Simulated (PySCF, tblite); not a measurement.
# C₄H₃FO: geometry, infrared bands, NMR shifts and spin-spin couplings

What infrared bands, NMR shifts and spin-spin couplings should C₄H₃FO (`Fc1ccoc1`) show?

The runs use tblite 0.8.0 and PySCF 2.14.0, with density-fitted response routines of our own; the level of theory stands in each step. All values are computed, except where a source is named. Atoms count from 0, in the outputs and in this text.

## 1. Starting geometry

9 atoms, charge 0, multiplicity 1; geometry from: force field or distance geometry start.

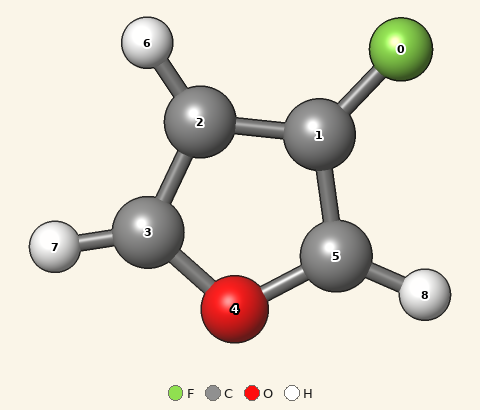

The starting geometry (fluorine green, carbon grey, oxygen red, hydrogen white), atoms numbered.

## 2. Geometry optimisation with GFN2-xTB

The job: settings as JSON, then the geometry in Å.

```
{"job": {"kind": "relax", "xc": "GFN2-xTB", "basis": "xTB"}, "charge": 0, "multiplicity": 1}
F      2.273000     0.498600    -0.072400
C      0.972900     0.130300    -0.037100
C     -0.124000     0.945000    -0.043000
C     -1.280800     0.158800     0.007400
O     -0.875400    -1.097500     0.077500
C      0.432400    -1.161800     0.044800
H     -0.184700     2.031300    -0.102900
H     -2.279800     0.556300     0.020200
H      1.079800    -2.055100     0.080300
```

Launch:

```
$ OMP_NUM_THREADS=1 python probes_run.py task.json out
```

One launch serves the whole session: the jobs run in the order shown.

What it wrote:

```text
step      E/eV     max force
  0    -513.08859    3.187
  1    -513.31380    0.923
  2    -513.35029    0.701
  3    -513.40476    0.528
  4    -513.42095    0.427
  5    -513.43433    0.385
  6    -513.44321    0.337
  7    -513.44894    0.256
  8    -513.45107    0.114
  9    -513.45177    0.078
 10    -513.45200    0.054
 11    -513.45213    0.041
 12    -513.45229    0.040
 13    -513.45241    0.037
 14    -513.45249    0.022
 15    -513.45252    0.011
 16    -513.45254    0.008
```

Run time: 0.05 s. Hardware: 1 thread of AMD EPYC 7R43, shared host.

Step by step:

```csv
step,energy from step 0 (eV),largest force (eV/Å)
0,0.0000,3.1875
1,-0.2252,0.9227
2,-0.2617,0.7007
3,-0.3162,0.5276
4,-0.3324,0.4267
5,-0.3457,0.3848
6,-0.3546,0.3372
7,-0.3604,0.2561
8,-0.3625,0.1139
9,-0.3632,0.0779
10,-0.3634,0.0542
11,-0.3635,0.0412
12,-0.3637,0.0405
13,-0.3638,0.0374
14,-0.3639,0.0220
15,-0.3639,0.0114
16,-0.3640,0.0081
```

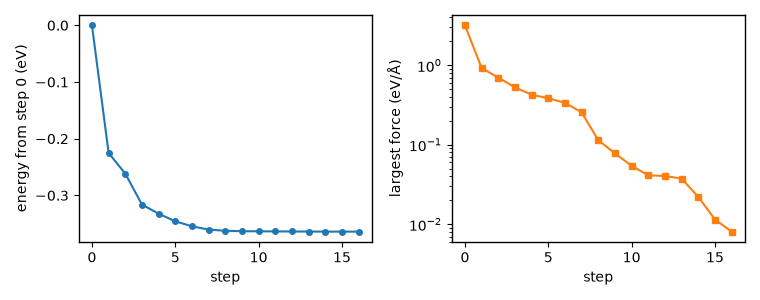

Energy and force, step by step.

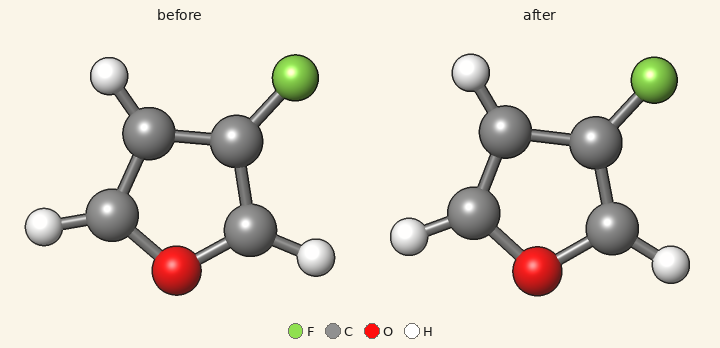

Before and after, at one scale.

Distances of close pairs at the start and the end, largest changes first:

```csv
bond,before (Å),after (Å),change (Å)
C1–C2,1.366,1.415,+0.049
C1–C5,1.403,1.362,-0.041
C2–C3,1.400,1.361,-0.039
C5–H8,1.104,1.070,-0.034
O4–C5,1.310,1.343,+0.033
C2–H6,1.090,1.069,-0.020
C3–O4,1.322,1.340,+0.019
F0–C1,1.352,1.336,-0.016
```

The end geometry stands in the next job.

## 3. Harmonic vibrations with GFN2-xTB

The job: settings as JSON, then the geometry in Å.

```
{"job": {"kind": "ir", "xc": "GFN2-xTB", "basis": "xTB"}, "charge": 0, "multiplicity": 1}
F      2.249521     0.496002    -0.075519
C      0.963661     0.137015    -0.030210
C     -0.147381     1.013435    -0.051593
C     -1.231154     0.192824     0.013603
O     -0.860578    -1.094112     0.071419
C      0.481469    -1.134886     0.045059
H     -0.125304     2.081123    -0.106661
H     -2.281792     0.403406     0.025275
H      0.965121    -2.088814     0.083447
```

What it wrote:

```text
mode    cm-1     km/mol
  1     313.0      6.15
  2     376.6      6.81
  3     596.6      0.60
  4     610.3      6.81
  5     631.1     13.63
  6     740.5     14.86
  7     780.6     17.71
  8     828.6      9.63
  9     847.4     10.63
 10     996.8     34.34
 11    1032.8      8.06
 12    1062.9     14.53
 13    1144.9     10.55
 14    1228.3      0.37
 15    1249.1    165.24
 16    1383.6     28.57
 17    1493.0     21.65
 18    1611.1     77.22
 19    3176.4      0.99
 20    3193.1      1.20
 21    3205.7      2.64
```

Wall time 0.13 s (1 thread of AMD EPYC 7R43, shared host).

Which atoms move in the most intense modes:

```csv
cm⁻¹,km/mol,atoms
740,14.9,"H8 77 %, C5 16 %"
781,17.7,"H7 78 %, C3 17 %"
997,34.3,"C2 34 %, C5 21 %, H8 12 %, H6 10 %"
1063,14.5,"H7 31 %, H6 26 %, C5 18 %, H8 13 %"
1249,165.2,"C5 22 %, O4 21 %, C1 16 %, H7 15 %"
1384,28.6,"C1 45 %, C2 33 %, C5 11 %"
1493,21.6,"C3 42 %, C2 25 %, C1 17 %"
1611,77.2,"C1 47 %, C5 26 %, C2 13 %"
```

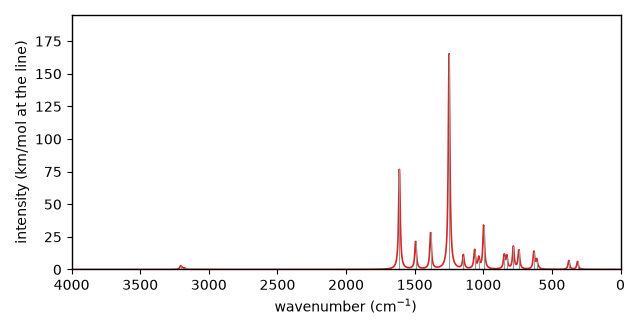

The infrared spectrum from these modes, unscaled. Lines are broadened to a width of 14 cm⁻¹ (Lorentzian).

## 4. Shielding tensors: PBE0/pcSseg-1

Settings changed since step 3:

```diff
@@ -1,2 +1,2 @@
-{"job": {"kind": "ir", "xc": "GFN2-xTB", "basis": "xTB"}, "charge": 0, "multiplicity": 1}
+{"job": {"kind": "nmr", "xc": "PBE0", "basis": "pcSseg-1"}, "charge": 0, "multiplicity": 1}
 F      2.249521     0.496002    -0.075519
```

Level: GIAO PBE0/pcSseg-1 NMR shielding, non-relativistic, gas phase.

What it wrote:

```text
coarse grid: 8376 points
cycle   1  E = -328.7670908378  dE =  1.251e+00  |g| = 5.069e-01  |ddm| = 2.846e+00
cycle   2  E = -328.7382543768  dE =  2.884e-02  |g| = 6.723e-01  |ddm| = 7.657e-01
cycle   3  E = -328.8097543525  dE = -7.150e-02  |g| = 1.026e-01  |ddm| = 4.513e-01
cycle   4  E = -328.8114070479  dE = -1.653e-03  |g| = 4.955e-02  |ddm| = 1.016e-01
cycle   5  E = -328.8119306091  dE = -5.236e-04  |g| = 9.633e-03  |ddm| = 4.291e-02
cycle   6  E = -328.8119496415  dE = -1.903e-05  |g| = 3.332e-03  |ddm| = 1.020e-02
cycle   7  E = -328.8119519468  dE = -2.305e-06  |g| = 7.861e-04  |ddm| = 2.888e-03
final grid: 83760 points
cycle   8  E = -328.8635298871  dE = -1.838e-05  |g| = 1.042e-02  |ddm| = 2.330e-02
cycle   9  E = -328.8634961880  dE =  3.370e-05  |g| = 1.724e-02  |ddm| = 1.555e-02
cycle  10  E = -328.8635491346  dE = -5.295e-05  |g| = 1.698e-03  |ddm| = 1.034e-02
cycle  11  E = -328.8635498136  dE = -6.790e-07  |g| = 3.316e-04  |ddm| = 1.526e-03
cycle  12  E = -328.8635498328  dE = -1.914e-08  |g| = 1.097e-04  |ddm| = 3.682e-04
cycle  13  E = -328.8635498351  dE = -2.338e-09  |g| = 1.324e-05  |ddm| = 9.888e-05
cycle  14  E = -328.8635498351  dE = -1.728e-11  |g| = 9.044e-06  |ddm| = 1.638e-05
converged SCF energy = -328.8635498351

GIAO shielding tensors (ppm)
atom      isotropic    diamagn.    paramagn.     s11        s22        s33       span
  0 F      352.391     471.847    -119.456    288.068    316.382    452.723    164.656
  1 C       21.618     250.766    -229.148    -36.832     29.907     71.779    108.612
  2 C       77.470     257.146    -179.676      0.564     71.411    160.435    159.871
  3 C       41.417     252.641    -211.224    -31.658     43.542    112.367    144.025
  4 O       61.689     394.994    -333.305    -90.563     -9.890    285.520    376.083
  5 C       55.284     254.696    -199.413     -3.839     50.651    119.039    122.878
  6 H       25.129      31.025      -5.896     23.470     25.816     26.099      2.629
  7 H       24.395      29.993      -5.598     21.503     25.433     26.250      4.747
  8 H       24.200      29.974      -5.774     21.757     25.066     25.776      4.018
```

Run time: 6.7 s. Hardware: 1 thread of AMD EPYC 7R43, shared host; peak memory 0.53 GiB.

Shifts follow as δ = σ(reference) − σ, with reference shieldings (ppm) from runs at the same level and on the same kind of geometry: ¹H TMS 31.72, ¹³C TMS 186.9, ¹⁹F CFCl3 170.9, ¹⁷O H2O 336.1. The references are single molecules in the gas phase, so shifts against H2O, NH3, PH3, H3PO4 or CFCl3 are not on the usual liquid scales and can be off by tens of ppm.

```csv
atoms,environment,σ (ppm),δ (ppm),δ scaled to CDCl3
C1,aromatic carbon bearing fluorine,21.6,165.3,159.4
C3,aromatic CH next to the ring oxygen,41.4,145.5,140.1
C5,aromatic CH next to the ring oxygen,55.3,131.6,126.6
C2,aromatic CH,77.5,109.5,104.9
H8,hydrogen on an aromatic CH next to the ring oxygen,24.20,7.52,7.19
H7,hydrogen on an aromatic CH next to the ring oxygen,24.40,7.32,7.01
H6,hydrogen on an aromatic CH,25.13,6.59,6.32
F0,aryl fluorine,352.4,-181.4,–
O4,aromatic ring oxygen,61.7,274.4,–
```

The scaled column applies a straight-line fit of computed shieldings to shifts measured in CDCl3, and one for carbons that bear F (root-mean-square error 0.16 ppm for H, 1.9 ppm for C).

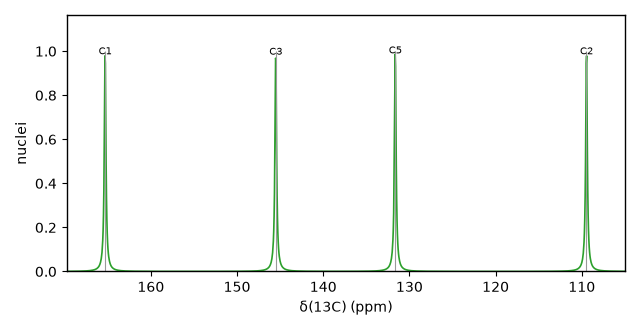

¹³C lines at the computed shifts, without couplings. Lines are broadened to a width of 0.22 ppm (Lorentzian).

The run also stored atomic charges by several schemes (e):

```csv
atoms,Mulliken,IAO,Hirshfeld,ESP fit
F0,-0.26,-0.25,-0.08,-0.17
C1,0.22,0.23,0.05,0.29
C2,-0.23,-0.26,-0.10,-0.35
C3,0.18,0.01,0.01,-0.06
O4,-0.35,-0.22,-0.06,-0.10
C5,0.10,-0.05,-0.02,-0.21
```

IAO charges:

```csv
atom,value (e)
F0,-0.25
C1,0.23
C2,-0.26
C3,0.01
O4,-0.22
C5,-0.05
H6,0.18
H7,0.18
H8,0.18
```

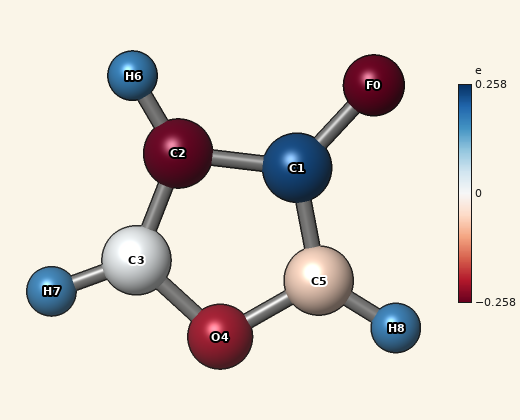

IAO charges, as colours on the atoms.

Mayer bond orders: F0–C1 0.98, C1–C2 1.28, C2–C3 1.57, C3–O4 1.09, O4–C5 1.06, C5–C1 1.57.

Ring of atoms C1, C2, C3, O4, C5: NICS(0) -14.0, NICS(1) -10.1, NICS(1)zz -25.7 ppm (means of both faces).

## 5. Spin-spin couplings: B3LYP/pcJ-1

Settings changed since step 4:

```diff
@@ -1,2 +1,2 @@
-{"job": {"kind": "nmr", "xc": "PBE0", "basis": "pcSseg-1"}, "charge": 0, "multiplicity": 1}
+{"job": {"kind": "j", "xc": "B3LYP", "basis": "pcJ-1"}, "charge": 0, "multiplicity": 1}
 F      2.249521     0.496002    -0.075519
```

Method: B3LYP/pcJ-1 indirect spin-spin coupling, non-relativistic, gas phase.

What it wrote:

```text
coarse grid: 8376 points
cycle   1  E = -329.1431596887  dE =  1.175e+00  |g| = 5.755e-01  |ddm| = 2.821e+00
cycle   2  E = -329.0889548592  dE =  5.420e-02  |g| = 8.250e-01  |ddm| = 8.853e-01
cycle   3  E = -329.1936558750  dE = -1.047e-01  |g| = 1.358e-01  |ddm| = 5.368e-01
cycle   4  E = -329.1965020171  dE = -2.846e-03  |g| = 6.665e-02  |ddm| = 1.309e-01
cycle   5  E = -329.1974078466  dE = -9.058e-04  |g| = 1.450e-02  |ddm| = 5.483e-02
cycle   6  E = -329.1974516287  dE = -4.378e-05  |g| = 4.288e-03  |ddm| = 1.359e-02
cycle   7  E = -329.1974553083  dE = -3.680e-06  |g| = 1.126e-03  |ddm| = 3.623e-03
final grid: 83760 points
cycle   8  E = -329.2568101507  dE = -1.428e-04  |g| = 6.864e-03  |ddm| = 1.493e-02
cycle   9  E = -329.2567997358  dE =  1.041e-05  |g| = 1.025e-02  |ddm| = 1.010e-02
cycle  10  E = -329.2568176248  dE = -1.789e-05  |g| = 1.317e-03  |ddm| = 6.748e-03
cycle  11  E = -329.2568178190  dE = -1.942e-07  |g| = 8.214e-04  |ddm| = 1.374e-03
cycle  12  E = -329.2568179567  dE = -1.377e-07  |g| = 2.192e-04  |ddm| = 7.241e-04
cycle  13  E = -329.2568179658  dE = -9.072e-09  |g| = 1.929e-05  |ddm| = 1.738e-04
cycle  14  E = -329.2568179658  dE = -3.104e-11  |g| = 1.521e-05  |ddm| = 2.614e-05
converged SCF energy = -329.2568179658

Indirect spin-spin couplings (Hz)
  i      j    bonds     total        FC       PSO       DSO        SD
  0 F    1 C    1   -320.757  -327.875     0.188     0.906     6.024
  0 F    2 C    2     13.909    24.213   -12.288    -0.184     2.168
  0 F    3 C    3      5.303    10.317    -1.655    -0.420    -2.939
  0 F    4 O    3     15.622     4.535    12.601     0.250    -1.764
  0 F    5 C    2     24.286    33.517   -17.468    -0.170     8.407
  0 F    6 H    3     -0.852     1.120    -1.068    -0.614    -0.290
  0 F    7 H    4      2.691     3.738     0.647    -1.765     0.071
  0 F    8 H    3     -5.401    -3.654    -0.702    -0.761    -0.285
  1 C    2 C    1     71.669    75.496    -4.884     0.328     0.729
  1 C    3 C    2      7.190     7.676     0.254     0.053    -0.794
  1 C    4 O    2     -1.765    -0.698     0.022    -0.005    -1.084
  1 C    5 C    1    101.420   106.051    -7.819     0.348     2.840
  1 C    6 H    2     -1.177    -0.506    -0.455    -0.253     0.038
  1 C    7 H    3      8.582     8.719     0.446    -0.535    -0.048
  1 C    8 H    2      8.340     9.430    -0.710    -0.371    -0.010
  2 C    3 C    1     79.588    84.764    -7.906     0.264     2.466
  2 C    4 O    2      1.788     0.633     1.816     0.022    -0.683
  2 C    5 C    2     10.611    11.564    -0.089     0.002    -0.866
  2 C    6 H    1    185.740   184.009     0.297     0.952     0.482
  2 C    7 H    2     13.019    13.995    -0.496    -0.508     0.028
  2 C    8 H    3      4.497     4.730     0.464    -0.633    -0.064
  3 C    4 O    1     25.843    18.354     7.880    -0.131    -0.261
  3 C    5 C    2      2.786     0.896    -0.633    -0.038     2.560
  3 C    6 H    2      9.562    10.870    -0.866    -0.418    -0.024
  3 C    7 H    1    212.876   211.541    -0.230     1.018     0.547
  3 C    8 H    3      8.697     8.752     0.546    -0.735     0.135
  4 O    5 C    1     24.169    17.647     6.618    -0.136     0.041
  4 O    6 H    3     -3.471    -3.707    -0.058     0.357    -0.062
  4 O    7 H    2    -20.241   -21.473     0.920     0.185     0.126
  4 O    8 H    2    -20.058   -20.955     0.614     0.184     0.100
  5 C    6 H    3      4.328     4.551     0.490    -0.605    -0.108
  5 C    7 H    3      5.546     5.650     0.490    -0.732     0.138
  5 C    8 H    1    213.784   212.374    -0.235     1.099     0.546
  6 H    7 H    3      2.410     2.811     1.028    -1.255    -0.174
  6 H    8 H    4      0.668     0.888     2.214    -2.391    -0.044
  7 H    8 H    4      1.693     1.890     2.349    -2.491    -0.054
```

Run time: 19 s. Hardware: 1 thread of AMD EPYC 7R43, shared host; peak memory 0.77 GiB.

Couplings of 1 Hz or more, nine at most for each number of bonds (isotopes 13C, 19F, 1H, 17O):

```csv
pair,bonds,J (Hz),Fermi contact (Hz),dihedral (°)
F0–C1,1,-320.8,-327.9,–
C5–H8,1,213.8,212.4,–
C3–H7,1,212.9,211.5,–
C2–H6,1,185.7,184.0,–
C1–C5,1,101.4,106.1,–
C2–C3,1,79.6,84.8,–
C1–C2,1,71.7,75.5,–
C3–O4,1,25.8,18.4,–
O4–C5,1,24.2,17.6,–
F0–C5,2,24.3,33.5,–
O4–H7,2,-20.2,-21.5,–
O4–H8,2,-20.1,-21.0,–
F0–C2,2,13.9,24.2,–
C2–H7,2,13.0,14.0,–
C2–C5,2,10.6,11.6,–
C3–H6,2,9.6,10.9,–
C1–H8,2,8.3,9.4,–
C1–C3,2,7.2,7.7,–
F0–O4,3,15.6,4.5,180
C3–H8,3,8.7,8.8,-180
C1–H7,3,8.6,8.7,180
C5–H7,3,5.5,5.7,-180
F0–H8,3,-5.4,-3.7,0
F0–C3,3,5.3,10.3,-180
C2–H8,3,4.5,4.7,180
C5–H6,3,4.3,4.6,180
O4–H6,3,-3.5,-3.7,180
F0–H7,4,2.7,3.7,–
H7–H8,4,1.7,1.9,–
```

Quadrupole couplings from the field gradients of the same density:

```csv
atom,isotope,eQq/h (MHz),η
O4,17O,-8.653,0.04
```

Joined with the shifts from before (PBE0/pcSseg-1, scaled to CDCl3), the couplings predict the line list below for 500 MHz. H–H couplings in it are scaled by factors fitted to measured ones, so they differ from the table.

¹H NMR δ 7.19 (dd, J = 5.4, 1.7 Hz, 1H), 7.01 (dt, J = 2.7, 2.0 Hz, 1H), 6.32 (d, J = 2.2 Hz, 1H).

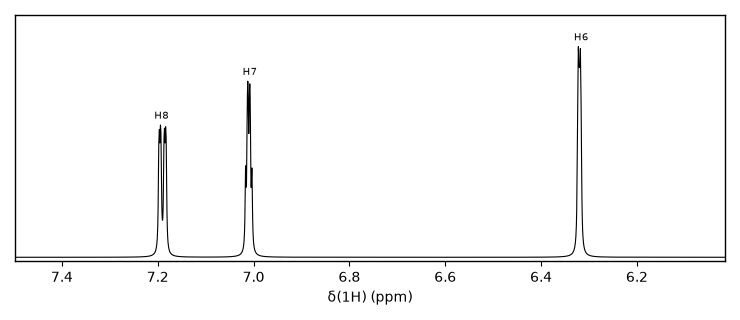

Simulated proton spectrum at 500 MHz, by exact diagonalisation of each spin system; lines 1.2 Hz wide, exchangeable protons uncoupled.

## 6. What came out

| quantity | value |
| --- | --- |
| strongest single infrared mode (GFN2-xTB) | 1249 cm⁻¹, 165 km/mol |
| zero-point energy (GFN2-xTB) | 37.9 kcal/mol |
| ¹³C shifts against TMS (PBE0/pcSseg-1) | 165.3, 145.5, 131.6, 109.5 ppm |
| ¹H shifts against TMS (PBE0/pcSseg-1) | 7.52, 7.32, 6.59 ppm |
| ¹⁹F shifts against CFCl3 (PBE0/pcSseg-1) | -181.4 ppm |
| ¹⁷O shifts against H2O (PBE0/pcSseg-1) | 274.4 ppm |
| largest coupling of the table (B3LYP/pcJ-1) | ¹J(F,C) F0–C1, -320.8 Hz |

In words: Relaxing lowered the energy by 0.364 eV in 16 steps; the close pair that moved most is C1–C2, from 1.366 to 1.415 Å. All 21 modes are real, so the xTB geometry is a minimum. The strongest single mode, at 1249 cm⁻¹, is spread over several atoms, C5, O4, C1, H7 among them. Unscaled tight-binding wavenumbers are off by several per cent, some by more. Its intensities can rank the bands wrongly. At PBE0/pcSseg-1: The widest tensor belongs to O4: span 376 ppm, with a paramagnetic part of -333 ppm. NICS(1)zz of -26 ppm above the planar ring from C1 marks a diatropic (aromatic) ring current. In the run at B3LYP/pcJ-1, the largest coupling of the table is F0–C1, -320.8 Hz, of which the Fermi-contact term gives -327.9 Hz.
